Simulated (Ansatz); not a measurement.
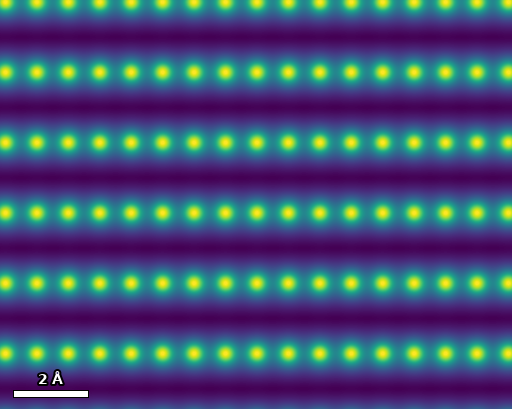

Map of the projected electrostatic potential of a crystal. Computed as the sum of neutral-atom potentials (tabulated electron scattering factors, B = 0.5 Å²) projected along the beam and smoothed by 0.25 Å; brighter is more positive. The display is stretched by a gamma of 0.7; percentages refer to the linear signal.

Give the net of the columns and its spacings.

The pattern repeats on a rectangular net of 0.9 × 1.9 Å.

What is the plane group of the image?

p2mm: mirror lines in two perpendicular directions, with twofold points where they cross.

How many columns does the smallest repeating cell hold, and how many levels of brightness?

1 column in the primitive cell of 1.7 Å², all of one brightness.

The crystal is Ir (Fm-3m, No. 225) seen along [210]. Structure: a calculation's starting geometry.
